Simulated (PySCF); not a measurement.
# C$_{4}$H$_{9}$F$_{3}$Si: what the fields show

Input

```
{"job": {"kind": "uv", "xc": "wB97X-D", "basis": "def2-SVPD", "nstates": 8, "ntriplets": 3}, "charge": 0, "multiplicity": 1}
C     -1.722862    -0.590162     0.639366
C     -1.597994     0.359595    -0.543623
C     -0.202363     0.333195    -1.151587
F     -0.195862     1.165173    -2.251722
F      0.031509    -0.913635    -1.689853
Si     1.285234     0.841709    -0.008957
C      2.134361    -0.682505     0.708710
F      0.604496     1.688847     1.192330
H     -1.459552    -1.602483     0.341031
H     -1.072371    -0.279602     1.453369
H     -2.747307    -0.594315     1.002460
H     -2.313121     0.085287    -1.323690
H     -1.799738     1.386544    -0.235557
H      2.105671     1.808794    -0.716863
H      1.420698    -1.375544     1.149045
H      2.682004    -1.223637    -0.056998
H      2.840198    -0.395230     1.482628
```

Run with:

```sh
OMP_NUM_THREADS=1 python probes_run.py task.json out
```

Geometry: GFN2-xTB.

These are results of wB97X-D/def2-SVPD, SCF density, gas phase (PySCF), not measurements.

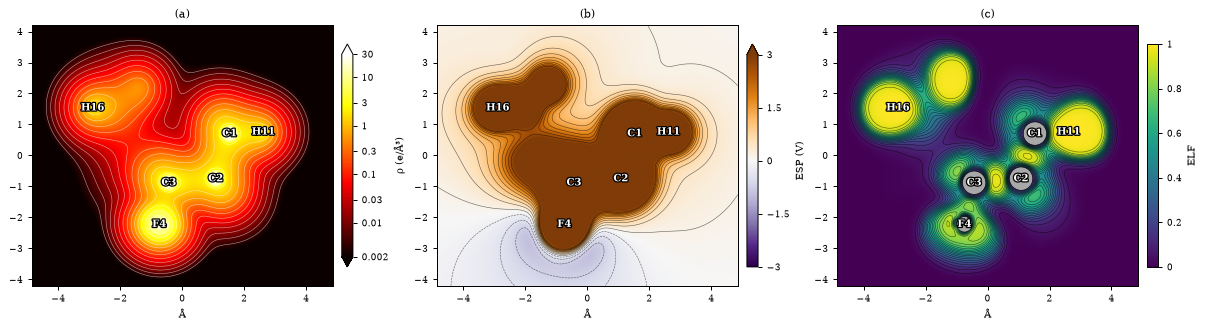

Figure 1. (a) total electron density; (b) molecular electrostatic potential; (c) electron localisation function on the plane of atoms C2, C1 and H11. Grey discs cover the atomic cores in the ELF map.

Question: What do the fields say about this system?

Answer: Atoms in the plane: C, F and H. C–F (1.38 Å): ρ at the midpoint is about 2.1 e/Å³, with its minimum of 1.6 e/Å³ about 0.5 Å from C; the ELF peaks at about 0.85 between the atoms (a shared but strongly polarised pair). C–C (1.52 Å): the density is about 1.6 e/Å³ at the midpoint; the ELF peaks at about 0.95 between the atoms; a shared electron pair. C–H (1.09 Å): the density is about 2 e/Å³ at the midpoint; the ELF climbs to about 1 towards the hydrogen, as it does in any bond to H: a covalent bond by its length. The ELF also peaks beside F4, away from the bonds: lone-pair regions. Outside the dense part of the molecule the potential is most negative (−0.9 V) near F4.

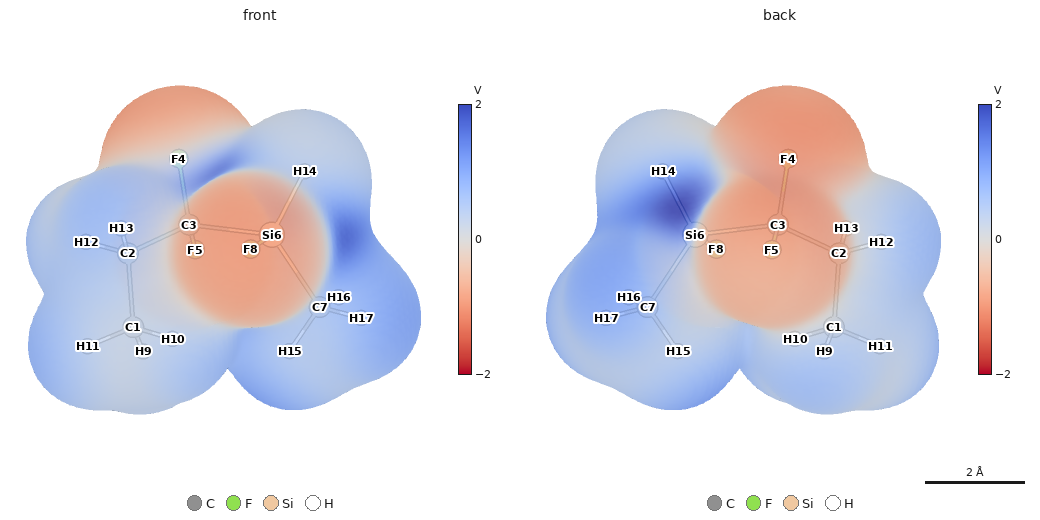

Figure 2. The molecular electrostatic potential painted on the density surface at 0.002 e/bohr³, seen from the front and from behind; the colour scale runs from red (negative) to blue (positive).

Question: Describe the electrostatic potential map.

Answer: The most negative region (about −1.0 V) lies over F4 and F5, the most positive (about +1.7 V) over Si6.

Question: What dipole moment does the calculation give?

Answer: Its dipole moment is 1.86 D.
